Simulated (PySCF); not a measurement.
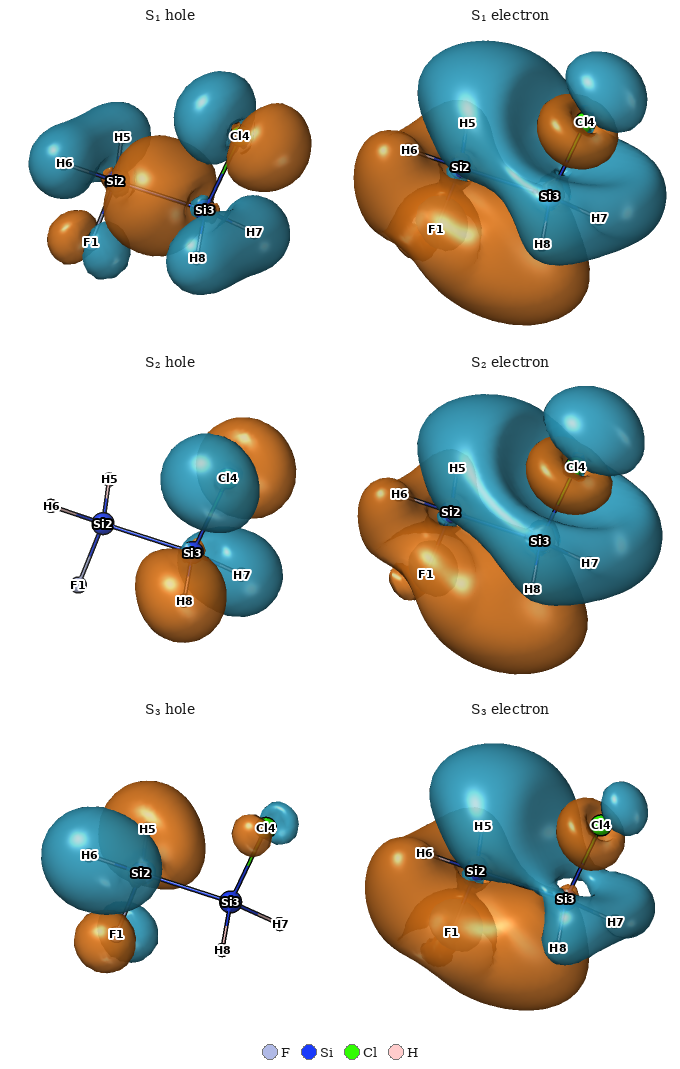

Figure. ClFH4Si2, SMILES `F[SiH2][SiH2]Cl`. Leading natural transition orbitals (TDA singlet states).

Method: M06-2X/6-31G*; geometry: GFN2-xTB; program: PySCF. No frequency check shows the geometry to be a minimum. GFN2-xTB bond lengths at metals and heavier atoms can be off by up to 0.1 Å and shapes distorted, which carries into these values. Without diffuse functions Rydberg states are missing, so the states' numbers hold for this basis only.

Input

```python
import numpy as np
from pyscf import gto, scf, dft, tdscf
from pyscf.scf import atom_ks, atom_hf
from scipy.linalg import block_diag

def solve(mol, dm0=None, hcore=None):
    mf = (dft.UKS if mol.spin else dft.RKS)(mol, xc='m062x')
    mf.grids.level = 3
    mf = mf.density_fit(auxbasis='def2-universal-jkfit')
    mf.conv_tol, mf.max_cycle = 1e-8, 80
    if hcore is not None:
        mf.get_hcore = lambda *args: hcore
    mf.kernel(dm0)
    if not mf.converged:
        mf = mf.newton().run(mf.mo_coeff, mf.mo_occ, max_cycle=30)
    assert mf.converged, 'SCF not converged'
    return mf

mol = gto.M(atom='''
F     -2.61740    -0.39341     0.00107
Si    -1.34438     0.59951    -0.00059
Si     0.51054    -0.77134    -0.00060
Cl     2.18353     0.37675     0.00034
H     -1.56284     1.41492    -1.19150
H     -1.56157     1.41705     1.19057
H      0.61673    -1.64620    -1.17181
H      0.61798    -1.64410     1.17402
''', basis='6-31g*', charge=0, spin=0, verbose=4)
mf = solve(mol)
td = mf.TDA()
td.nstates, td.singlet, td.conv_tol = 4, True, 1e-5
td.kernel()
td.analyze()
x, y = np.array([p[0] for p in td.xy]), np.array([p[1] + 0 * p[0] for p in td.xy])
f, mu = td.oscillator_strength(), td.transition_dipole()
nto = [td.get_nto(state=i + 1, verbose=4) for i in range(len(td.e))]
# spherically averaged free atoms, for the promolecule
atm = atom_ks.get_atm_nrks(mol, xc='m062x')
pro = block_diag(*[(atm[a[0]][2] * atm[a[0]][3]) @ atm[a[0]][2].T for a in mol._atom])
np.savez('result.npz', e=td.e, f=f, ok=td.converged, w=[n[0] for n in nto], nto=[n[1] for n in nto], x=x, y=y, c=mf.mo_coeff, occ=mf.mo_occ, eps=mf.mo_energy, pro=pro, mu=mu)
```

Command:

```sh
OMP_NUM_THREADS=1 python input.py
```

The run took 3 min on 1 thread of Intel(R) Xeon(R) Processor @ 2.70GHz, on a shared host, peak memory 0.6 GiB.

Q: Describe these excited states.

A: By state:
- S₁: 6.09 eV (204 nm), f = 0.017, σ or n → σ*; the leading pair carries 98 %; hole on Cl4 (26 %), Si2 and Si3 (25 % each) and F1 (7 %), electron on Si2 and Si3 (34 % each), Cl4 (12 %) and F1 (6 %); their centroids lie 0.4 Å apart.
- S₂: 6.94 eV (179 nm), f = 0.000 (very weak), n → σ*; the leading pair carries 99 %; hole on Cl4 (56 %), Si3 (18 %) and H7 and H8 (12 % each), electron on Si3 (41 %), Si2 (25 %) and Cl4 (17 %); their centroids lie 1.4 Å apart.
- S₃: 7.54 eV (164 nm), f = 0.003; the leading pair carries 93 %; hole on Si2 (32 %), H5 and H6 (22 % each) and F1 (16 %), electron on Si2 (46 %), Si3 (24 %) and F1 (8 %); their centroids lie 0.9 Å apart.
